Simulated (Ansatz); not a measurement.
# GaCl3 + HF: a complex and its separated parts, part 2 of 2

Ansatz 0.2.0, Gaussian basis. The steps go on from the part before.

## Step 14: wB97X-V/def2-TZVPP

The inputs:

parta/in.yaml

```yaml
crystal:
  periodic: [false, false, false]
  atoms:
    - {symbol: Ga, position_ang: [-0.787174, 0.144847, -0.126975]}
    - {symbol: Cl, position_ang: [-0.511224, -1.742957, 0.778144]}
    - {symbol: Cl, position_ang: [-0.803197, 0.314243, -2.231787]}
    - {symbol: Cl, position_ang: [-1.047212, 1.862993, 1.072834]}
basis:
  gaussian: {orbitals: def2-TZVPP}
hamiltonian: {xc: {name: wB97X-V}}
```

partb/in.yaml

```yaml
crystal:
  periodic: [false, false, false]
  atoms:
    - {symbol: H, position_ang: [1.594185, -0.704845, 0.450807]}
    - {symbol: F, position_ang: [1.554623, 0.125716, 0.056977]}
basis:
  gaussian: {orbitals: def2-TZVPP}
hamiltonian: {xc: {name: wB97X-V}}
```

One command serves all of them, each in its own folder.

Command:

```
$ ansatz run in.yaml --threads 8 --pin off --events-out ev --progress --plain --max-ram 19148MiB
```

parta printed, shortened:

```text
Functional definition: wB97X-V
  name "wB97X-V"
  cite "Mardirossian & Head-Gordon, Phys. Chem. Chem. Phys. 16, 9904 (2014) doi:10.1039/C3CP54374A"
  cite "Becke, J. Chem. Phys. 107, 8554 (1997) doi:10.1063/1.475007"
  cite "Vydrov & Van Voorhis, J. Chem. Phys. 133, 244103 (2010) doi:10.1063/1.3521275"
[...]
      + integral(e_c_pw_opposite_spin*poly(b97_u_opposite, cos0, cos1)) + vv10(b, c)
1333 factors; their error is unknown
201 factors; integrals over basis functions are off by at most 3.2e-5 eV
[...]
mean field -89941.34275196 eV, -3305.2833817026 hartree, gradient 2.4e-5 eV, S^2 0.000000; 0 other end points of the search recorded, 0 dependent functions left out
reference -89941.34275031 eV, -3305.2833816421 hartree; 41, 41 occupied and 133, 133 virtual orbitals, 1333 factors
Total energy: -89941.34275031 eV, -3305.2833816421 hartree
```

Log of partb, shortened:

```text
[... 5 set-up lines as earlier in the session ...]
[...]
      + integral(e_c_pw_opposite_spin*poly(b97_u_opposite, cos0, cos1)) + vv10(b, c)
215 factors; their error is unknown
48 factors; integrals over basis functions are off by at most 2.2e-5 eV
[...]
mean field -2733.49560704 eV, -100.4541107289 hartree, gradient 1.0e-5 eV, S^2 0.000000; 0 other end points of the search recorded, 0 dependent functions left out
reference -2733.49560645 eV, -100.4541107071 hartree; 5, 5 occupied and 40, 40 virtual orbitals, 215 factors
Total energy: -2733.49560645 eV, -100.4541107071 hartree
```

They took 4.8 s (parta), 0.5 s (partb) on 8 threads of Intel Xeon at 2.50GHz, shared host.

## Step 15: wB97M-V/def2-TZVPP

The same edit goes into each in.yaml of step 14 (parta, partb):

```diff
-hamiltonian: {xc: {name: wB97X-V}}
+hamiltonian: {xc: {name: wB97M-V}}
```

Each run has its own folder and the same command.

Command:

```
$ ansatz run in.yaml --threads 8 --pin off --events-out ev --progress --plain --max-ram 19148MiB
```

Output in parta, shortened:

```text
Functional definition: wB97M-V
  name "wB97M-V"
  cite "Mardirossian & Head-Gordon, J. Chem. Phys. 144, 214110 (2016) doi:10.1063/1.4952647"
[... 2 set-up lines as earlier in the session ...]
  # Of w^i u^j: cxij and so on, Table III.
[...]
  gx(w, u) = 1 - cx + cx01*u + cx10*w
[...]
      + integral(e_c_pw_mod_opposite_spin*gos(b97_w_opposite, b97_u_opposite)) + vv10(b, c)
1333 factors; their error is unknown
201 factors; integrals over basis functions are off by at most 3.2e-5 eV
[...]
mean field -89947.23175062 eV, -3305.4997984118 hartree, gradient 2.6e-5 eV, S^2 0.000000; 0 other end points of the search recorded, 0 dependent functions left out
reference -89947.23179054 eV, -3305.4997998790 hartree; 41, 41 occupied and 133, 133 virtual orbitals, 1333 factors
Total energy: -89947.23179054 eV, -3305.4997998790 hartree
```

partb printed, shortened:

```text
[... 5 set-up lines as earlier in the session ...]
  # Of w^i u^j: cxij and so on, Table III.
[...]
  gx(w, u) = 1 - cx + cx01*u + cx10*w
[...]
      + integral(e_c_pw_mod_opposite_spin*gos(b97_w_opposite, b97_u_opposite)) + vv10(b, c)
215 factors; their error is unknown
48 factors; integrals over basis functions are off by at most 2.2e-5 eV
[...]
mean field -2733.67553276 eV, -100.4607228771 hartree, gradient 1.2e-5 eV, S^2 0.000000; 0 other end points of the search recorded, 0 dependent functions left out
reference -2733.67554743 eV, -100.4607234160 hartree; 5, 5 occupied and 40, 40 virtual orbitals, 215 factors
Total energy: -2733.67554743 eV, -100.4607234160 hartree
```

They took 4.8 s (parta), 0.5 s (partb) on 8 threads of Intel Xeon at 2.50GHz, shared host; peak memory 0.54 GiB.

## Step 16: B2PLYP/def2-TZVPP

Each input of step 15 (parta, partb) changes in the same lines:

```diff
-hamiltonian: {xc: {name: wB97M-V}}
+hamiltonian: {xc: {name: B2PLYP}}
```

One command serves all of them, each in its own folder.

Command:

```
$ ansatz run in.yaml --threads 8 --pin off --events-out ev --progress --plain --max-ram 19148MiB
```

parta printed, shortened:

```text
Functional definition: B2PLYP
  name "B2PLYP"
  cite "Grimme, J. Chem. Phys. 124, 034108 (2006) doi:10.1063/1.2148954"
[... 2 set-up lines as earlier in the session ...]
[...]
1069 factors; integrals over basis functions are off by at most 1.2e-3 eV
[...]
mean field -89924.37702505 eV, -3304.6599027385 hartree, gradient 3.4e-6 eV, S^2 0.000000; 0 other end points of the search recorded, 0 dependent functions left out
24 core orbitals not correlated: weight in the atoms' cores, before any rotation towards them, 1.000 or more for the frozen orbitals, at most 0.000 for the correlated occupied ones
reference -89924.37718843 eV, -3304.6599087426 hartree; 17, 17 occupied and 133, 133 virtual orbitals, 1069 factors
second order -25.71277672 eV of doubles, -0.00000000 eV of singles
Total energy: -89931.31963814 eV, -3304.9150390639 hartree
```

Log of partb, shortened:

```text
[... 5 set-up lines as earlier in the session ...]
[...]
287 factors; integrals over basis functions are off by at most 1.0e-3 eV
[...]
mean field -2730.72523207 eV, -100.3523013267 hartree, gradient 1.4e-6 eV, S^2 0.000000; 0 other end points of the search recorded, 0 dependent functions left out
1 core orbitals not correlated: weight in the atoms' cores, before any rotation towards them, 1.000 or more for the frozen orbitals, at most 0.000 for the correlated occupied ones
reference -2730.72528878 eV, -100.3523034105 hartree; 4, 4 occupied and 40, 40 virtual orbitals, 287 factors
second order -8.59405622 eV of doubles, -0.00000000 eV of singles
Total energy: -2733.04568396 eV, -100.4375763605 hartree
```

Times: 4.3 s (parta), 0.36 s (partb) on 8 threads of Intel Xeon at 2.50GHz, shared host.

## Step 17: PBE-QIDH/def2-TZVPP

The same edit goes into each in.yaml of step 16 (parta, partb):

```diff
-hamiltonian: {xc: {name: B2PLYP}}
+hamiltonian: {xc: {name: PBE-QIDH}}
```

Each run has its own folder and the same command.

Command:

```
$ ansatz run in.yaml --threads 8 --pin off --events-out ev --progress --plain --max-ram 19148MiB
```

Log of parta, shortened:

```text
Functional definition: PBE-QIDH
  name "PBE-QIDH"
  cite "Brémond, Sancho-García, Pérez-Jiménez & Adamo, J. Chem. Phys. 141, 031101 (2014) doi:10.1063/1.4890314"
[... 1 set-up line as earlier in the session ...]
[...]
1069 factors; integrals over basis functions are off by at most 1.2e-3 eV
[...]
mean field -89908.79043708 eV, -3304.0871061957 hartree, gradient 2.5e-6 eV, S^2 0.000000; 0 other end points of the search recorded, 0 dependent functions left out
24 core orbitals not correlated: weight in the atoms' cores, before any rotation towards them, 1.000 or more for the frozen orbitals, at most 0.000 for the correlated occupied ones
reference -89908.79044821 eV, -3304.0871066049 hartree; 17, 17 occupied and 133, 133 virtual orbitals, 1069 factors
second order -23.76228398 eV of doubles, -0.00000000 eV of singles
Total energy: -89916.71120954 eV, -3304.3781892148 hartree
```

Log of partb, shortened:

```text
[... 4 set-up lines as earlier in the session ...]
[...]
287 factors; integrals over basis functions are off by at most 1.0e-3 eV
[...]
mean field -2728.92248793 eV, -100.2860517013 hartree, gradient 3.8e-6 eV, S^2 0.000000; 0 other end points of the search recorded, 0 dependent functions left out
1 core orbitals not correlated: weight in the atoms' cores, before any rotation towards them, 1.000 or more for the frozen orbitals, at most 0.000 for the correlated occupied ones
reference -2728.92249128 eV, -100.2860518245 hartree; 4, 4 occupied and 40, 40 virtual orbitals, 287 factors
second order -8.07155406 eV of doubles, -0.00000000 eV of singles
Total energy: -2731.61300930 eV, -100.3849265381 hartree
```

Times: 3.7 s (parta), 0.4 s (partb) on 8 threads of Intel Xeon at 2.50GHz, shared host.

## Step 18: RPA on PBE/def2-TZVPP

The same edit goes into each in.yaml of step 17 (parta, partb):

```diff
-hamiltonian: {xc: {name: PBE-QIDH}}
+hamiltonian: {xc: pbe}
+correlation: {method: rpa}
```

One command serves all of them, each in its own folder.

Command:

```
$ ansatz run in.yaml --threads 8 --pin off --events-out ev --progress --plain --max-ram 19148MiB
```

Output in parta, shortened:

```text
[... 4 set-up lines as earlier in the session ...]
[...]
1069 factors; integrals over basis functions are off by at most 1.2e-3 eV
[...]
mean field -89928.43137287 eV, -3304.8088972729 hartree, gradient 2.2e-6 eV, S^2 0.000000; 0 other end points of the search recorded, 0 dependent functions left out
24 core orbitals not correlated: weight in the atoms' cores, before any rotation towards them, 1.000 or more for the frozen orbitals, at most 0.000 for the correlated occupied ones
reference -89849.41642336 eV, -3301.9051514366 hartree; 17, 17 occupied and 133, 133 virtual orbitals, 1069 factors
Total energy: -89882.82941822 eV, -3303.1330563496 hartree
```

Log of partb, shortened:

```text
[... 4 set-up lines as earlier in the session ...]
[...]
287 factors; integrals over basis functions are off by at most 1.0e-3 eV
[...]
mean field -2731.84358159 eV, -100.3933999132 hartree, gradient 9.3e-7 eV, S^2 0.000000; 0 other end points of the search recorded, 0 dependent functions left out
1 core orbitals not correlated: weight in the atoms' cores, before any rotation towards them, 1.000 or more for the frozen orbitals, at most 0.000 for the correlated occupied ones
reference -2722.68122520 eV, -100.0566895265 hartree; 4, 4 occupied and 40, 40 virtual orbitals, 287 factors
Total energy: -2733.63265946 eV, -100.4591473124 hartree
```

Wall times: 3.1 s (parta), 0.51 s (partb) on 8 threads of Intel Xeon at 2.50GHz, shared host.

## Step 19: CCSD(T)/def2-TZVPP

Each input of step 18 (parta, partb) changes in the same lines:

```diff
-hamiltonian: {xc: pbe}
-correlation: {method: rpa}
+correlation: {method: ccsd_t}
```

The same command starts each run, in its folder.

Command:

```
$ ansatz run in.yaml --threads 8 --pin off --events-out ev --progress --plain --max-ram 19148MiB
```

parta printed, shortened:

```text
Functional definition: HF
  name "HF"
  cite "Fock, Z. Phys. 61, 126 (1930) doi:10.1007/BF01340294"
[... 1 set-up line as earlier in the session ...]
[...]
1069 factors; integrals over basis functions are off by at most 1.2e-3 eV
[...]
mean field -89851.21464662 eV, -3301.9712349227 hartree, gradient 1.2e-6 eV, S^2 0.000000; 0 other end points of the search recorded, 0 dependent functions left out
24 core orbitals not correlated: weight in the atoms' cores, before any rotation towards them, 1.000 or more for the frozen orbitals, at most 0.000 for the correlated occupied ones
reference -89851.21464662 eV, -3301.9712349227 hartree; 17, 17 occupied and 133, 133 virtual orbitals, 1069 factors
second order -20.98830657 eV of doubles, -0.00000000 eV of singles
cycle   1  -21.43520257 eV  change   -4.5e-1 eV  update   9.8e-2
[...]
cycle   8  -22.03373194 eV  change   -2.7e-5 eV  update   2.2e-5
perturbative correction -0.96935084 eV, -0.0356229863 hartree
Total energy: -89874.21772940 eV, -3302.8165826228 hartree
```

Log of partb, shortened:

```text
[... 4 set-up lines as earlier in the session ...]
[...]
287 factors; integrals over basis functions are off by at most 1.0e-3 eV
[...]
mean field -2722.91269064 eV, -100.0651957243 hartree, gradient 4.5e-6 eV, S^2 0.000000; 0 other end points of the search recorded, 0 dependent functions left out
1 core orbitals not correlated: weight in the atoms' cores, before any rotation towards them, 1.000 or more for the frozen orbitals, at most 0.000 for the correlated occupied ones
reference -2722.91269064 eV, -100.0651957243 hartree; 4, 4 occupied and 40, 40 virtual orbitals, 287 factors
second order -7.36487288 eV of doubles, -0.00000000 eV of singles
cycle   1  -7.29622763 eV  change    6.9e-2 eV  update   3.9e-2
[...]
cycle   8  -7.43091095 eV  change    4.9e-7 eV  update   3.3e-6
perturbative correction -0.17033961 eV, -0.0062598651 hartree
Total energy: -2730.51394119 eV, -100.3445365300 hartree
```

Times: 13 s (parta), 0.61 s (partb) on 8 threads of Intel Xeon at 2.50GHz, shared host; peak memory 1 GiB.

## Step 20: Vibrations of GaCl3

vib-parta/in.yaml reads:

```yaml
crystal:
  periodic: [false, false, false]
  atoms:
    - {symbol: Ga, position_ang: [-0.787174, 0.144847, -0.126975]}
    - {symbol: Cl, position_ang: [-0.511224, -1.742957, 0.778144]}
    - {symbol: Cl, position_ang: [-0.803197, 0.314243, -2.231787]}
    - {symbol: Cl, position_ang: [-1.047212, 1.862993, 1.072834]}
basis:
  gaussian: {orbitals: def2-TZVP}
hamiltonian: {xc: pbe0, dispersion: d4}
phonons: {temperatures: {t_min: 298.15, t_max: 900, t_step: 200}}
```

Command:

```
$ ansatz run in.yaml --threads 8 --pin off --events-out ev --progress --plain --max-ram 19148MiB
```

Standard output, shortened:

```text
[... 5 set-up lines as earlier in the session ...]
[...]
1217 factors; their error is unknown
[...]
mean field -89932.55989543 eV, -3304.9606176786 hartree, gradient 5.9e-5 eV, S^2 0.000000; 0 other end points of the search recorded, 0 dependent functions left out
[...]
Atom 1 at    -0.511224    -1.742957     0.778144 Å, force     0.000058    -0.000055     0.000030 eV/Å
Atom 2 at    -0.803197     0.314243    -2.231787 Å, force     0.000052    -0.000013    -0.000015 eV/Å
Atom 3 at    -1.047212     1.862993     1.072834 Å, force     0.000049     0.000006     0.000026 eV/Å
Dipole moment:     0.000024     0.000089    -0.000040 e Å
Vibrations: 123.42 123.57 139.31 381.22 470.94 470.98 cm⁻¹, zero-point energy 0.105971 eV
```

Run time: 33 s. Hardware: 8 threads of Intel Xeon at 2.50GHz, shared host.

Wavenumbers and character of the modes:

```tsv
mode	wavenumber (cm⁻¹)	character
1	123	bend
2	124	bend
3	139	out-of-plane bend
4	381	Ga–Cl stretch
5	471	Ga–Cl stretch
6	471	Ga–Cl stretch
```

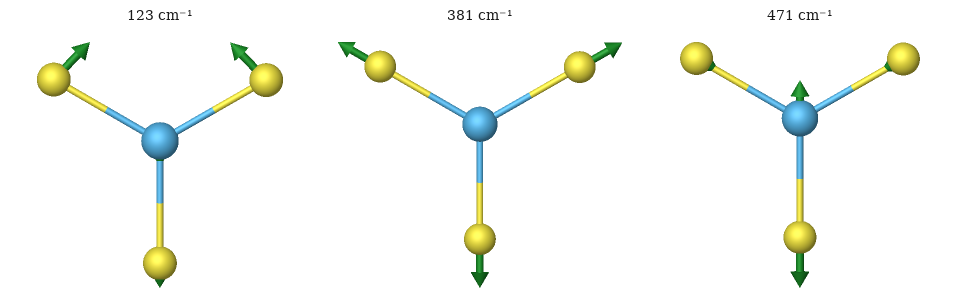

How the atoms move in 3 of the modes.

Vibrational sums (real modes only):

```tsv
T (K)	entropy (J/mol/K)	heat capacity (J/mol/K)
298	47.7	41.5
498	70.5	46.5
698	86.4	48.1
898	98.6	48.8
```

## Step 21: Vibrations of HF

vib-partb/in.yaml reads:

```yaml
crystal:
  periodic: [false, false, false]
  atoms:
    - {symbol: H, position_ang: [1.594185, -0.704845, 0.450807]}
    - {symbol: F, position_ang: [1.554623, 0.125716, 0.056977]}
basis:
  gaussian: {orbitals: def2-TZVP}
hamiltonian: {xc: pbe0, dispersion: d4}
phonons: {temperatures: {t_min: 298.15, t_max: 900, t_step: 200}}
```

Command:

```
$ ansatz run in.yaml --threads 8 --pin off --events-out ev --progress --plain --max-ram 19148MiB
```

Standard output, shortened:

```text
[... 5 set-up lines as earlier in the session ...]
[...]
200 factors; their error is unknown
[...]
mean field -2731.80169997 eV, -100.3918607921 hartree, gradient 6.9e-6 eV, S^2 0.000000; 0 other end points of the search recorded, 0 dependent functions left out
[...]
reference -2731.80151840 eV, -100.3918541197 hartree; 5, 5 occupied and 32, 32 virtual orbitals, 200 factors
Total energy: -2731.80322170 eV, -100.3919167147 hartree
Atom 0 at     1.594185    -0.704845     0.450807 Å, force    -0.000001     0.000025    -0.000012 eV/Å
Atom 1 at     1.554623     0.125716     0.056977 Å, force     0.000001    -0.000025     0.000012 eV/Å
Dipole moment:     0.017235    -0.361837     0.171573 e Å
Vibrations: 4152.87 cm⁻¹, zero-point energy 0.257445 eV
```

Wall time 2.1 s (8 threads of Intel Xeon at 2.50GHz, shared host).

Wavenumbers and character of the modes:

```tsv
mode	wavenumber (cm⁻¹)	character
1	4153	F–H stretch
```

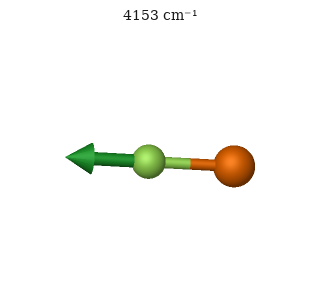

Displacements of 1 modes, as arrows.

Vibrational sums (real modes only):

```tsv
T (K)	entropy (J/mol/K)	heat capacity (J/mol/K)
298	0.0	0.0
498	0.0	0.0
698	0.0	0.1
898	0.1	0.5
```

## Step 22: Complex less separated parts

The complex's own energies come from single points at the same levels.

Rows are in def2-TZVPP; times add the 3 runs of a level on a shared host, so small differences are noise.

Differences are taken before rounding.

```tsv
method	rung	complex less parts (eV)	from CCSD(T) (eV)	time
SPW92	LDA	-0.669	-0.245	3.1 s
PBE-D4	GGA	-0.438	-0.014	4.2 s
BLYP-D4	GGA	-0.386	+0.039	4 s
r2SCAN-D4	meta-GGA	-0.504	-0.080	8.5 s
B97M-V	meta-GGA	-0.478	-0.054	11 s
PBE0-D4	hybrid	-0.437	-0.013	7.5 s
B3LYP-D4	hybrid	-0.406	+0.018	7.3 s
r2SCAN0-D4	hybrid	-0.489	-0.065	11 s
BHLYP-D4	hybrid	-0.438	-0.014	7.1 s
CAM-B3LYP-D4	range-separated hybrid	-0.463	-0.039	7.9 s
wB97X-V	range-separated hybrid	-0.466	-0.042	12 s
wB97M-V	range-separated hybrid	-0.485	-0.061	14 s
B2PLYP	double hybrid	-0.374	+0.050	11 s
PBE-QIDH	double hybrid	-0.428	-0.004	10 s
RPA on PBE	RPA	-0.376	+0.048	9.7 s
Hartree-Fock	wavefunction	-0.253	+0.171	
MP2	wavefunction	-0.433	-0.008	
CCSD	wavefunction	-0.398	+0.027	
CCSD(T)	wavefunction	-0.424	0	1.8 min
```

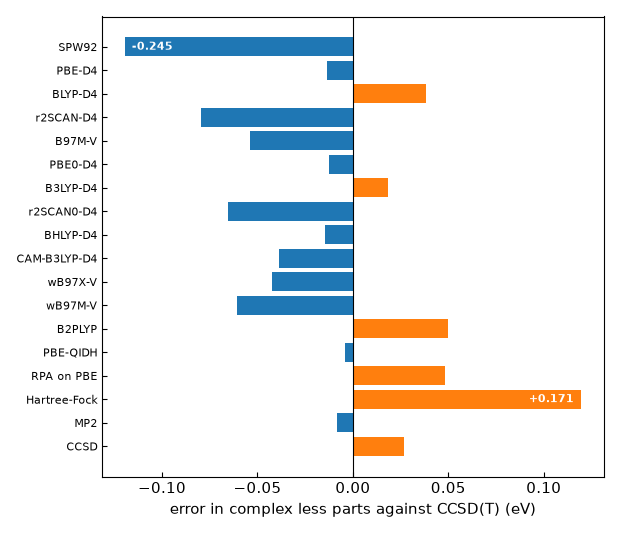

Error of each method against CCSD(T). Bars with a number in them are cut short.

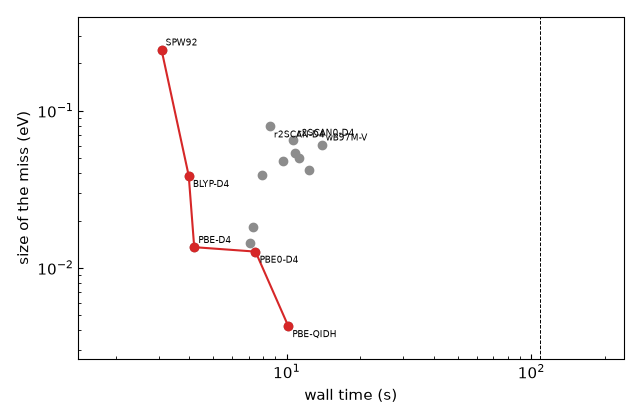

Accuracy for the time spent; red marks the levels that beat every quicker one drawn (of those quicker than the yardstick), and the dashed line is the time of CCSD(T). Only those levels and the largest misses are named. Times are from a shared host.

For cost: PBE-QIDH gets within 0.004 eV in 10 s, where CCSD(T) took 1.8 min; the quickest level in the cost chart, SPW92, takes 3.1 s and misses by 0.245 eV.

The complex's zero-point energy, from a separate PBE0-D4 run, is 0.428 eV.

## Step 23: Results

This closing draws on all 2 parts.

```
                              quantity      value
complex less parts, CCSD(T)/def2-TZVPP  -0.424 eV
                with zero-point energy  -0.359 eV
                 largest T1 diagnostic      0.011
```

In words: At CCSD(T) the complex lies 0.424 eV below its parts. PBE-QIDH is the best functional here (-0.004 eV from CCSD(T)); SPW92 is the worst (-0.245 eV). By rung, the mean size of the error is: LDA 0.245, GGA 0.026, meta-GGA 0.067, hybrid 0.028, range-separated hybrid 0.047, double hybrid 0.027 eV. The double hybrids carry no dispersion term here, unlike the levels marked D4 or V. PBE-D4 gives a relative energy 0.014 eV too low, inside chemical accuracy (1 kcal/mol, 0.043 eV). No counterpoise was applied, and triple zeta lacks some correlation, so the CCSD(T) reference has a basis error of its own, and close matches with it are partly luck.
